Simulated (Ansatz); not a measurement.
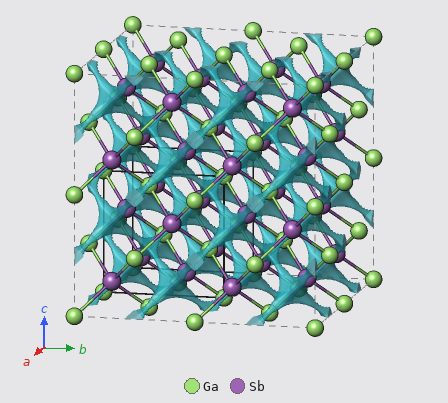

The teal surface encloses the points that the centre of a probe sphere of radius 0.95 Å can occupy in GaSb (F-43m, No. 216), computed on a grid of about 0.13 Å (2×2×2 cells shown, view slightly off an axis; pale faces close the region where the box cuts it).

Atoms are hard spheres with covalent radii (Cordero): Ga 1.22 Å, Sb 1.39 Å.

The cell is taken from the geometry relaxed with Ansatz 0.2.0, DFT, LDA, plane waves, PAW.

```yaml
crystal:
  lattice:
    - [6.05045, 0.00000, 0.00000]
    - [0.00000, 6.05045, 0.00000]
    - [0.00000, 0.00000, 6.05045]
  atoms:
    - { symbol: Ga, position: [0.00000, 0.00000, 0.00000] }
    - { symbol: Sb, position: [0.25000, 0.25000, 0.75000] }
    - { symbol: Ga, position: [0.00000, 0.50000, 0.50000] }
    - { symbol: Sb, position: [0.25000, 0.75000, 0.25000] }
    - { symbol: Ga, position: [0.50000, 0.00000, 0.50000] }
    - { symbol: Sb, position: [0.75000, 0.25000, 0.25000] }
    - { symbol: Ga, position: [0.50000, 0.50000, 0.00000] }
    - { symbol: Sb, position: [0.75000, 0.75000, 0.75000] }
```

> Do these regions connect?

Where they connect, they form a three-dimensional network.

> What share of the cell can the probe's centre reach?

About 4.5 % of the volume (10 Å³ of 221.5 Å³).

> Give the largest included and the largest free sphere.

The largest sphere that fits anywhere has a diameter of 2.80 Å; the largest that can travel through the crystal, about 2.2 Å.

> How does the connectivity change as the probe shrinks?

Below a radius of about 1.08 Å the space forms a three-dimensional network. These are grid estimates, good to about 0.05 Å.
